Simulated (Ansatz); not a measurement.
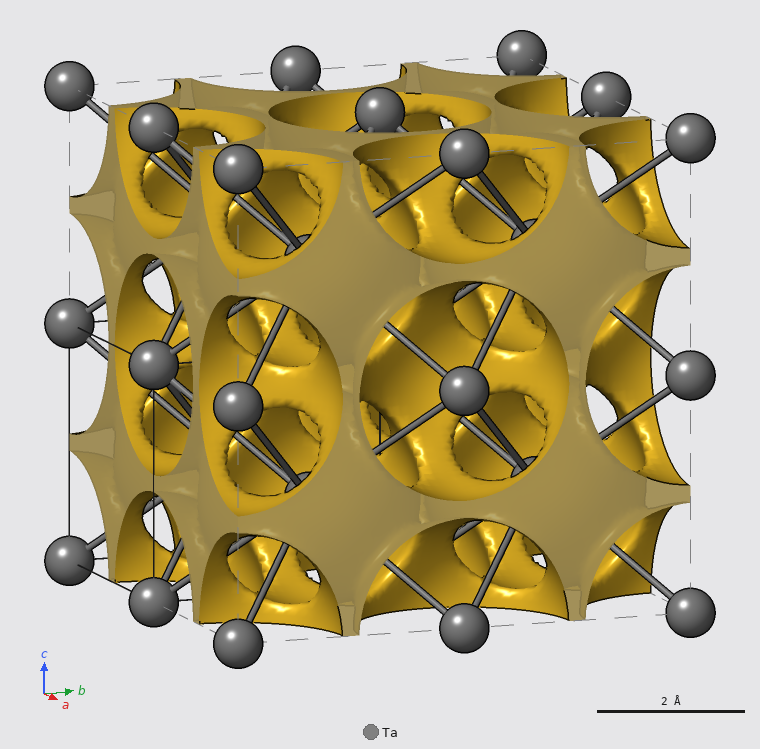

The yellow surface encloses the points that the centre of a probe sphere of radius 0.10 Å can occupy in Ta in space group Im-3m, computed on a grid of about 0.14 Å (2×2×2 cells shown, view slightly off an axis; pale faces close the region where the box cuts it).

Atoms are hard spheres with touching radii (half the shortest distance): Ta 1.43 Å.

Source of the atomic positions: a calculation's input that goes back to an entry of the Crystallography Open Database (an earlier step may have relaxed or displaced it).

```xyz
2
Lattice="3.3026 0.0000 0.0000 0.0000 3.3026 0.0000 0.0000 0.0000 3.3026" Properties=species:S:1:pos:R:3 pbc="T T T"
Ta    0.0000    0.0000    0.0000
Ta    1.6513    1.6513    1.6513
```

> Is the space open to the probe made of pockets or channels?

Where they connect, they form a three-dimensional network.

> What share of the cell can the probe's centre reach?

About 19 % of the volume (6.7 Å³ of 36.0 Å³).

> Give the largest included and the largest free sphere.

The largest sphere that fits anywhere has a diameter of 0.83 Å; the largest that can travel through the crystal, about 0.6 Å.

> How does the connectivity change as the probe shrinks?

Below a radius of about 0.32 Å the space forms a three-dimensional network. These are grid estimates, good to about 0.05 Å.
